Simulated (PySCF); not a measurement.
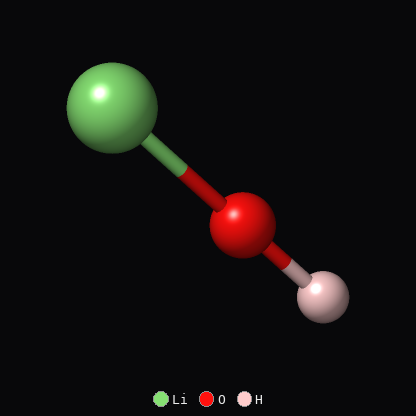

The picture shows a molecular structure as a ball-and-stick model. Every bond is drawn as one stick, whatever its order.

**Give the formula.**

HLiO, 3 atoms: 1 hydrogen, 1 lithium and 1 oxygen.

**How many bonds of each kind are drawn?**

1 Li–O, 1 O–H.

**Write the SMILES.**

[Li][OH]

**What is the point group of this geometry?**

C∞v.

The parts below concern this one geometry. Atoms keep their numbers from picture to picture. The geometry was computed by an optimisation with PBE0-D3(BJ)/def2-SVP. No frequency run is at hand to confirm it as a minimum.

**NMR shielding**

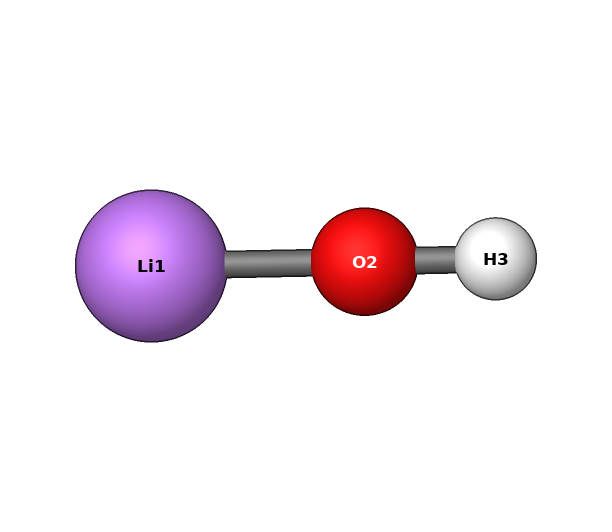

No frequency run is at hand to confirm it as a minimum. Method: GIAO PBE0/pcSseg-1 NMR shielding, non-relativistic, gas phase (PySCF 2.14.0). Principal shieldings σ11 ≤ σ22 ≤ σ33, span Ω = σ33 − σ11, skew κ = 3(σiso − σ22)/Ω.

Give the shielding tensors of the Li atoms.

```csv
atom,σ11,σ22,σ33,σiso,Ω,κ
Li1,80.5,80.5,108.2,89.7,27.7,1.00
```

Shieldings and span in ppm.

**Polarisability**

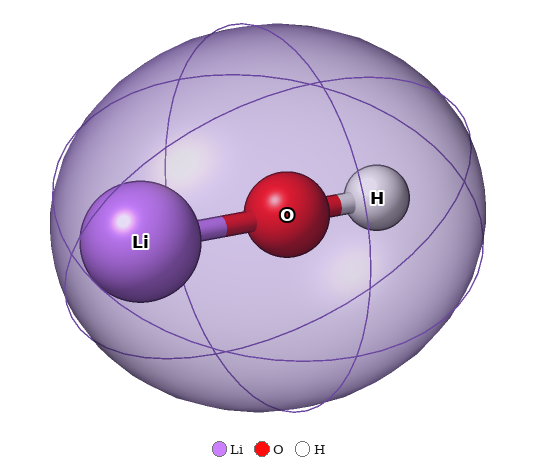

The ellipsoid shows the static dipole polarisability: its half-axes are proportional to the principal values. No frequency run is at hand to confirm it as a minimum. Method: BHandHLYP/def2-SVPD (PySCF 2.14.0).

**Give the principal values, the mean and the anisotropy.**

Principal values 14.2, 14.2, 16.6 bohr³; mean 15.0 bohr³ (2.22 Å³); anisotropy 2.4 bohr³, so the longest axis is 1.17 times the shortest.

**Quadrupole coupling**

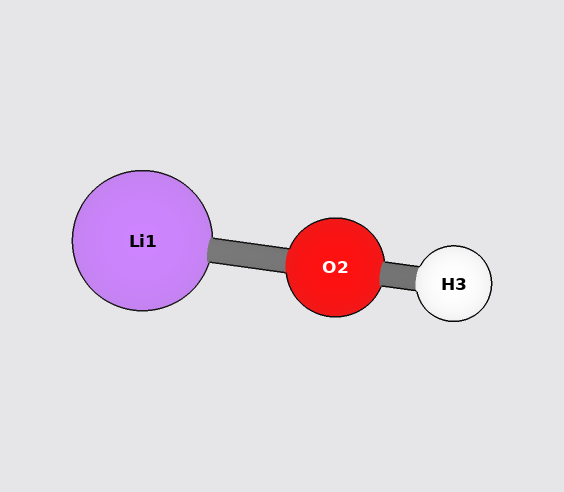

No frequency run is at hand to confirm it as a minimum. Electric field gradients from the ground-state density, B3LYP/pcJ-1 (PySCF 2.14.0), non-relativistic apart from any core potentials.

Give the largest field-gradient component, the quadrupole coupling constant and the asymmetry for 7Li at Li1 (Q = −40 mb), 17O at O2 (Q = −25.6 mb), 2H at H3 (Q = 2.86 mb).

| atom | V_zz (a.u.) | e²qQ/h (MHz) | η |
| --- | --- | --- | --- |
| Li1 | −0.028 | 0.265 | 0.00 |
| O2 | 1.475 | −8.87 | 0.00 |
| H3 | 0.523 | 0.351 | 0.00 |
